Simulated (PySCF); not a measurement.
Vertical excitations of a molecule C2H4NO, multiplicity 2 from PySCF with TDA-PBE/def2-SVPD, as energy in eV (oscillator strength): 0.86 (0.000), 1.85 (0.008), 4.31 (0.008), 4.83 (0.000), 5.11 (0.014), 5.35 (0.004), 5.71 (0.003), 5.74 (0.038), 5.93 (0.046), 6.24 (0.004). Geometry: B3LYP-D3(BJ)/def2-SVP. Other conformers were not sampled.

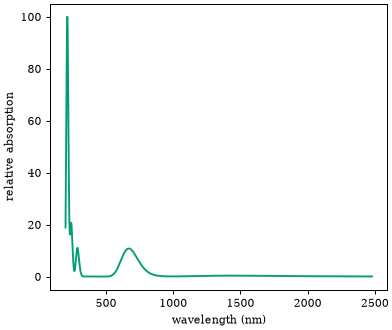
Figure: The lines broadened by 0.4 eV.

### Question
Identify the compound among the candidates.
A) [CH2]C(N)=O
B) CC([NH])=O
C) C[N]C=O

### Answer
C, C[N]C=O
